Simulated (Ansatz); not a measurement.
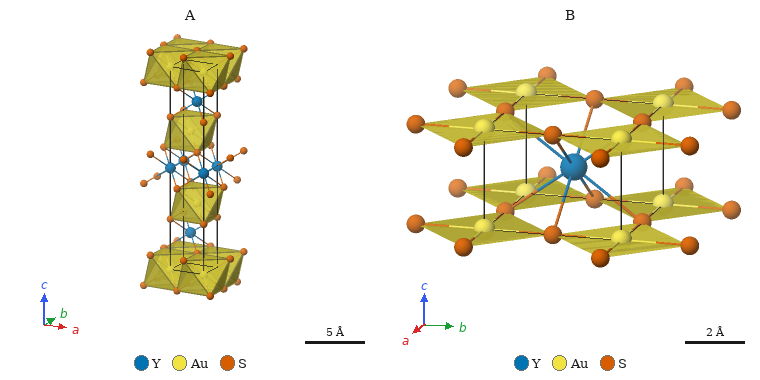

Two structures of YAuS2, each relaxed to rest (conventional cells in solid outline, small ones repeated, not to one scale). Method: Ansatz 0.2.0, DFT PBE, scalar-relativistic, plane waves, PAW, without spin polarisation.

Question: Which two forms are compared?

Answer: A: α-NaFeO₂ type, R-3m. B: 4 atoms a cell on a primitive tetragonal lattice, P4/mmm.

Question: Which of the two does the method prefer?

Answer: A is lower, by 92 meV/atom at this level of theory (energies at zero smearing). Volumes: A 21.2, B 20.9 Å³/atom.

One or both may be structure types tried for this composition rather than known phases.
